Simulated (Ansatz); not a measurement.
## Electronic structure of C2H5FGe in real space

The calculation's input:

```
crystal:
  periodic: [false, false, false]
  atoms:
    - {symbol: F, position_ang: [0.576071, -0.299954, -1.963816]}
    - {symbol: C, position_ang: [0.026402, 0.347006, -0.891234]}
    - {symbol: C, position_ang: [0.834020, 0.335546, 0.380382]}
    - {symbol: Ge, position_ang: [-0.871736, -0.611664, 0.555887]}
    - {symbol: H, position_ang: [-0.390617, 1.305055, -1.191644]}
    - {symbol: H, position_ang: [1.687205, -0.336037, 0.359509]}
    - {symbol: H, position_ang: [1.038913, 1.283487, 0.866307]}
    - {symbol: H, position_ang: [-2.044225, 0.058140, 1.260457]}
    - {symbol: H, position_ang: [-0.767531, -2.127878, 0.607152]}
basis:
  gaussian: {orbitals: def2-TZVPP}
hamiltonian: {xc: pbe0, dispersion: d4}
output: {orbitals: {seedname: orbitals}}
```

Launched as:

```sh
ansatz run in.yaml --threads 4 --pin off --events-out ev --progress --plain --max-ram 10444MiB
```

Geometry: PBE0-D4/def2-TZVP.

Theory: RKS PBE0-D4/def2-TZVPP in Ansatz.

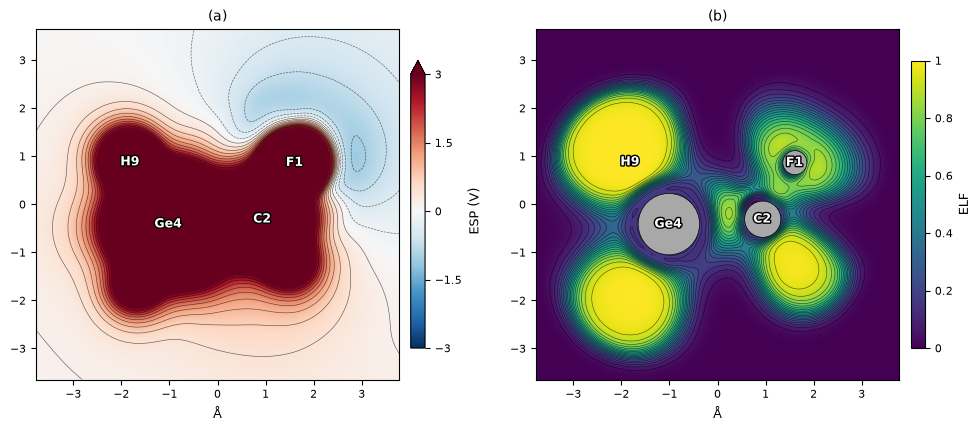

Figure 1. (a) electrostatic potential; (b) ELF on the plane of atoms C2, Ge4 and H9. Grey discs cover the atomic cores in the ELF map.

Interpret the plot.

- The section cuts through F, C, Ge and H sites.
- C–F (1.37 Å): the ELF peaks at about 0.85 between the atoms, as expected for a polar covalent bond.
- C–Ge (1.95 Å): the ELF peaks at about 0.85 in the valence shell of C, 0.7 Å from its nucleus, and is about 0.55 at the midpoint.
- Ge–H (1.52 Å): the ELF climbs to about 1 towards the hydrogen.
- The ELF also peaks beside F1, away from the bonds: lone-pair regions.
- Outside the dense part of the molecule the potential is most negative (−1.1 V) near F1.

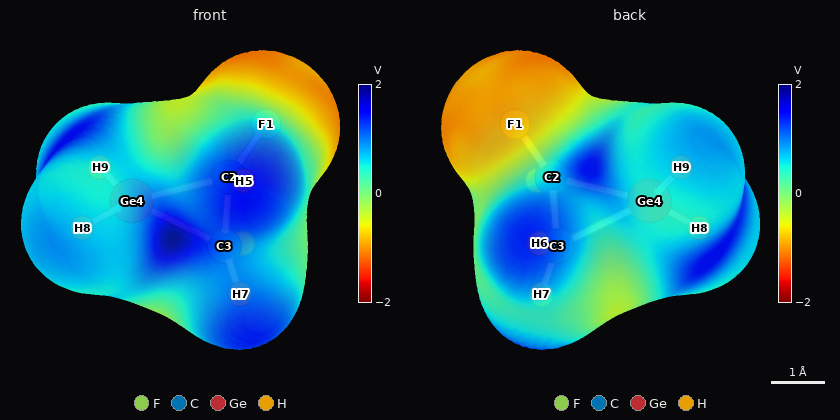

Figure 2. The molecular electrostatic potential painted on the density surface at 0.004 e/bohr³, seen from the front and from behind; the colour scale runs from red (negative) to blue (positive).

Describe the electrostatic potential map.

The most negative region (about −1.1 V) lies over F1, the most positive (about +1.7 V) over Ge4.

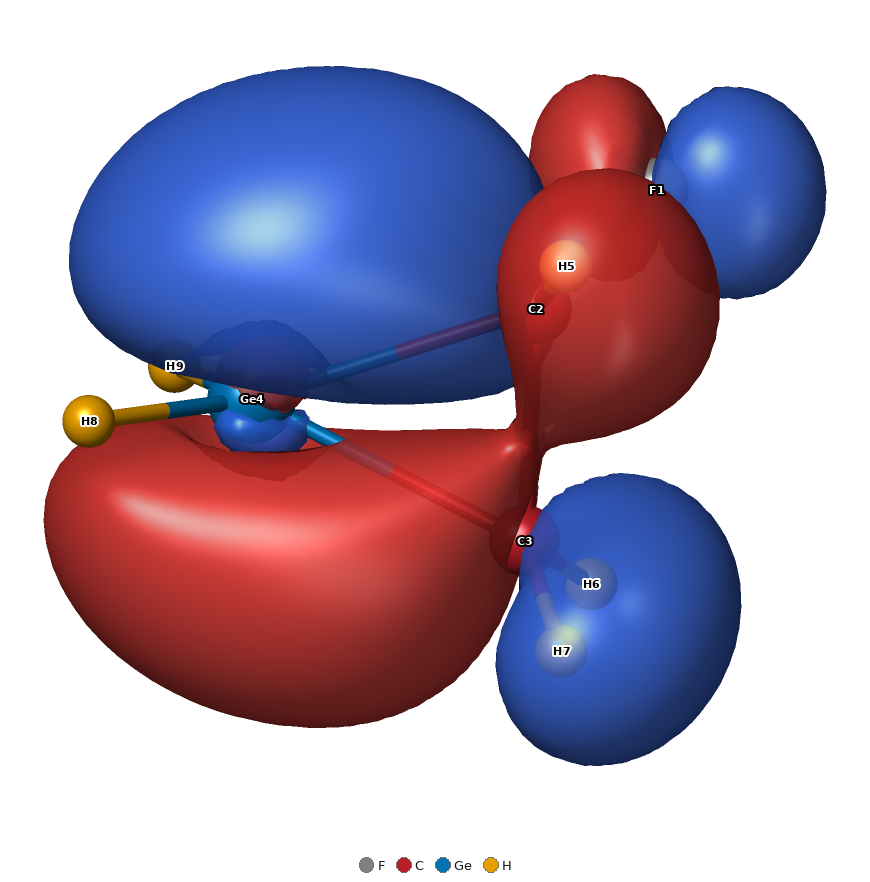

Figure 3. The HOMO at ±0.08 Å⁻³ᐟ² (red and blue are the two phases), seen across its widest extent.

Describe this orbital and give its energy.

By Hirshfeld shares it lies mainly on Ge4 (about 40 %), C2 (about 20 %), C3 (about 20 %) and F1 (about 10 %). Its energy is −6.65 eV.

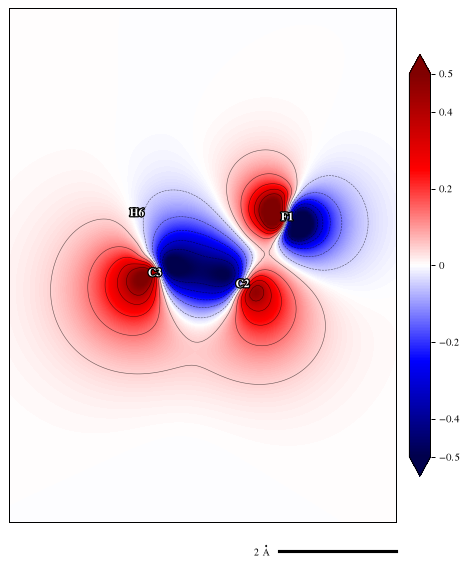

Figure 4. The HOMO−1 on the plane of atoms F1, C2 and C3 (values in Å⁻³ᐟ²; the overall sign is arbitrary).

Where does this orbital lie, and at what energy?

By Hirshfeld shares it lies mainly on C3 (about 30 %), C2 (about 20 %), F1 (about 15 %) and Ge4 (about 15 %). Its energy is −8.42 eV.
